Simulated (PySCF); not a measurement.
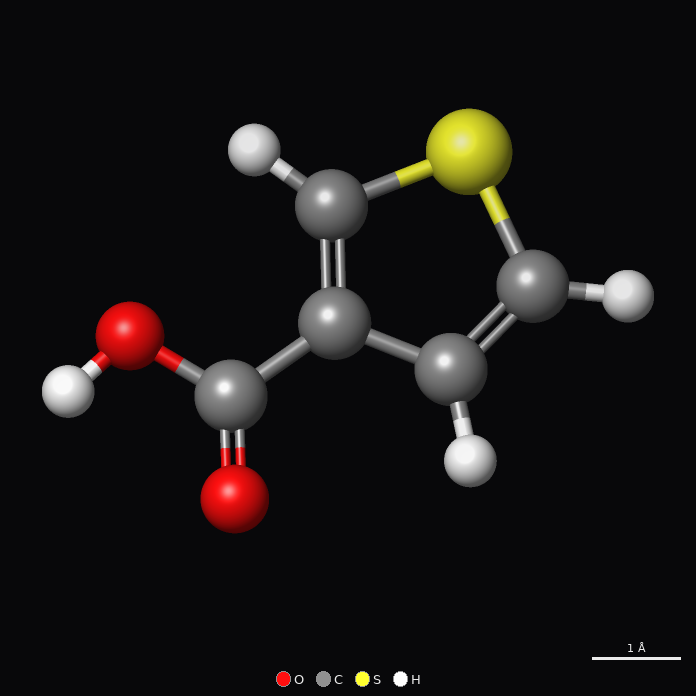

Double and triple bonds are drawn as two and three sticks.

The computed structure is the end point of a PBE0-D3(BJ)/def2-SVP optimisation. No frequency run is at hand to confirm it as a minimum.

Description:

The molecule is C5H4O2S. As SMILES it reads `O=C(O)c1ccsc1`. Independent rings (smallest set): 1 of 5 members, 1 of them aromatic. Among its groups: carboxylic acid. This geometry has Cs symmetry. All atoms lie on one plane. Coordination: 5 C trigonal planar; 1 O bent; 1 S bent.

More results for the same structure follow; atom numbers are the same in all pictures, views and colours differ.

**Shape**

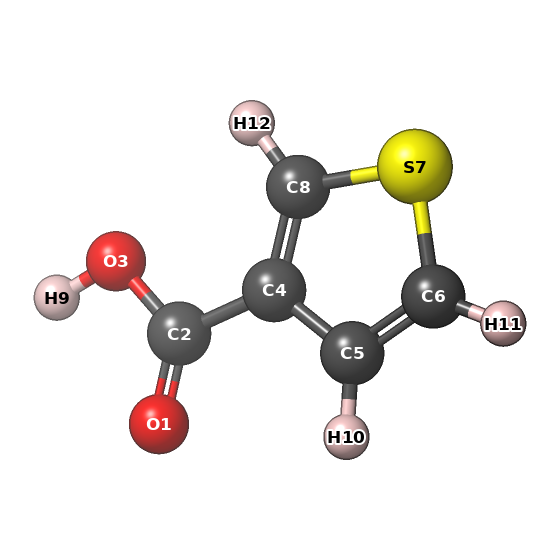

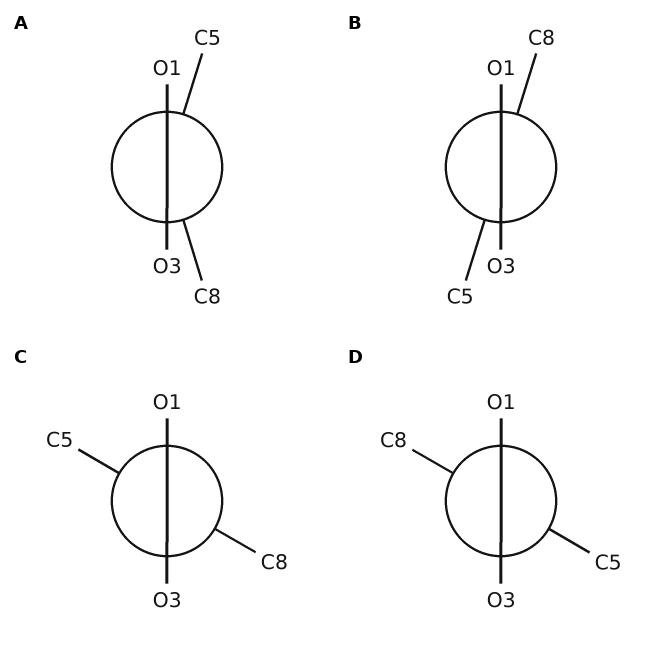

Distant atoms are faded towards the background colour. Bonds that would overlap in a projection are set slightly apart. No frequency run is at hand to confirm it as a minimum.

Which Newman projection shows the view along C2–C4, with C2 in front?

Answer. A. The torsion angle O3–C2–C4–C5 is 180°, antiperiplanar (anti).

**Ring current**

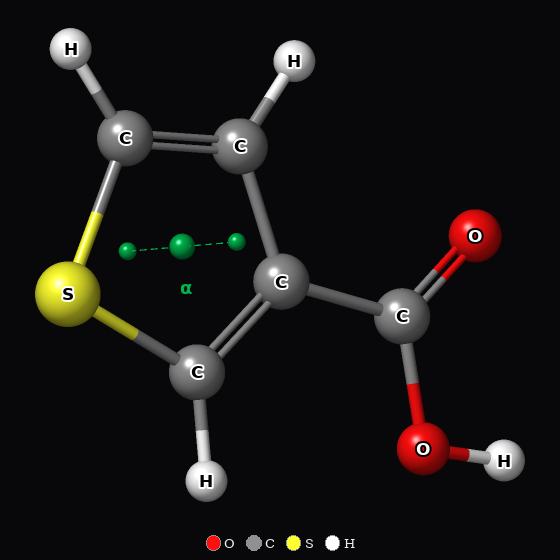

The small points mark where nucleus-independent chemical shifts (NICS) were computed: at the centre of each lettered ring and 1 Å above and below it. No frequency run is at hand to confirm it as a minimum. Method: GIAO PBE0/pcSseg-0 NMR shielding, non-relativistic, gas phase (PySCF 2.14.0).

Give NICS(0), NICS(1) and the out-of-plane component NICS(1)zz for each ring (means of the two sides).

```json
{"ring": "α", "members": "C4S", "NICS(0)": "−12.8", "NICS(1)": "−12.1", "NICS(1)zz": "−24.5"}
```

Values in ppm.

What do the values say about the ring currents?

Answer. Ring α: diatropic, as in an aromatic ring. NICS is one index among several.

**Quadrupole coupling**

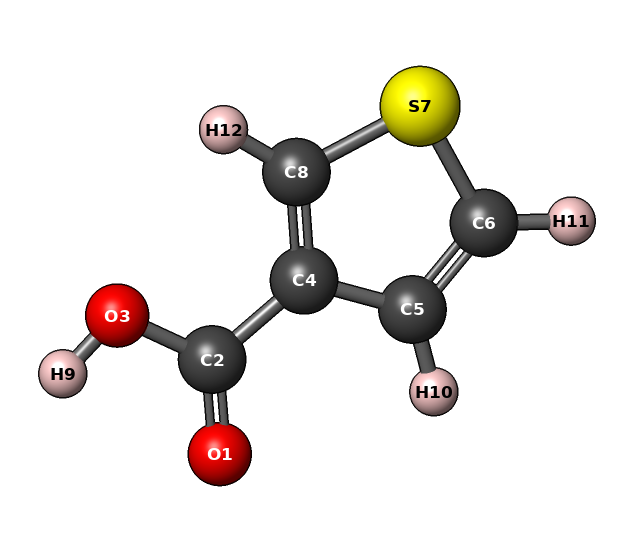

No frequency run is at hand to confirm it as a minimum. Electric field gradients from the ground-state density, PBE0/pcSseg-0 (PySCF 2.14.0), non-relativistic apart from any core potentials.

Give the largest field-gradient component, the quadrupole coupling constant and the asymmetry for 17O at O1 (Q = −25.6 mb), 17O at O3 (Q = −25.6 mb), 33S at S7 (Q = −67.81 mb), 2H at H9 (Q = 2.86 mb), 2H at H10 (Q = 2.86 mb), 2H at H11 (Q = 2.86 mb), 2H at H12 (Q = 2.86 mb).

| atom | V_zz (a.u.) | e²qQ/h (MHz) | η |
| --- | --- | --- | --- |
| O1 | −1.674 | 10.07 | 0.06 |
| O3 | 1.753 | −10.54 | 0.64 |
| S7 | 1.714 | −27.3 | 0.49 |
| H9 | 0.548 | 0.368 | 0.07 |
| H10 | 0.306 | 0.205 | 0.04 |
| H11 | 0.311 | 0.209 | 0.09 |
| H12 | 0.309 | 0.208 | 0.06 |

**Electronic properties**

No frequency run is at hand to confirm it as a minimum. Properties computed with PBE0/pcSseg-0, gas phase (PySCF 2.14.0).

What does the calculation give?

- dipole moment: 1.11 D
- HOMO energy (Kohn–Sham orbital): −7.62 eV
- LUMO energy (Kohn–Sham orbital): −1.42 eV
- HOMO–LUMO gap: 6.19 eV

**NMR shielding**

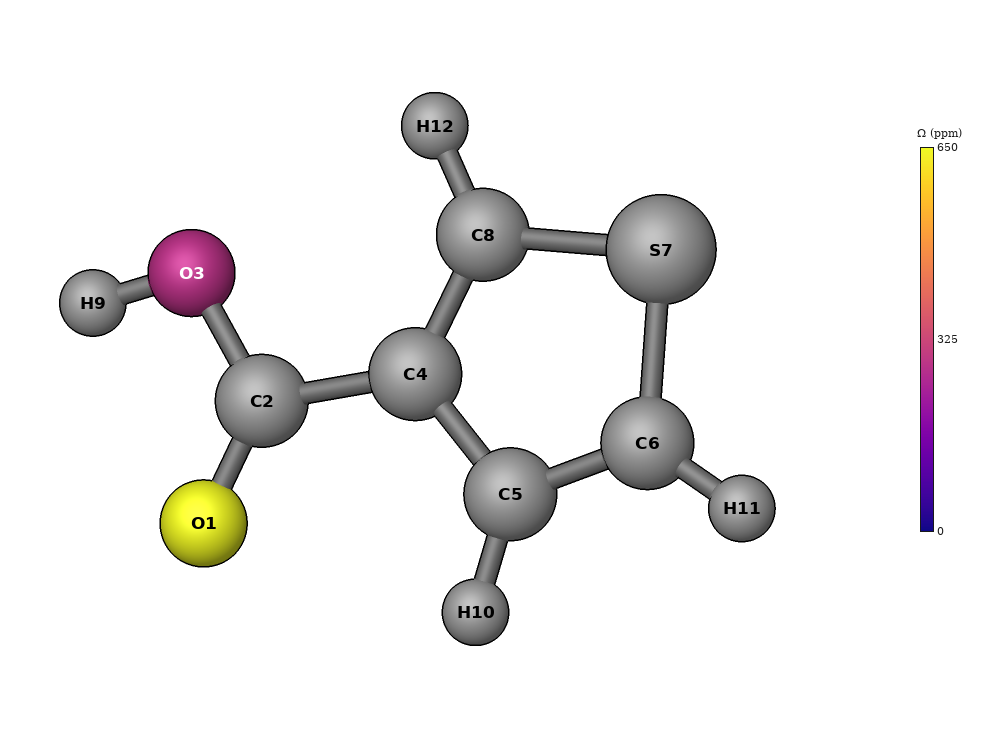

The O atoms are coloured by the span of their shielding tensor. No frequency run is at hand to confirm it as a minimum. Method: GIAO PBE0/pcSseg-0 NMR shielding, non-relativistic, gas phase (PySCF 2.14.0). Principal shieldings σ11 ≤ σ22 ≤ σ33, span Ω = σ33 − σ11, skew κ = 3(σiso − σ22)/Ω.

Which O atom has the most anisotropic shielding?

Answer. O1, with a span of 646 ppm.

Give the shielding tensors of the O atoms.

| atom | σ11 | σ22 | σ33 | σiso | Ω | κ |
| --- | --- | --- | --- | --- | --- | --- |
| O1 | −356.2 | −271.3 | 289.4 | −112.7 | 645.6 | 0.74 |
| O3 | −24.6 | 162.0 | 259.8 | 132.4 | 284.3 | −0.31 |

Shieldings and span in ppm.
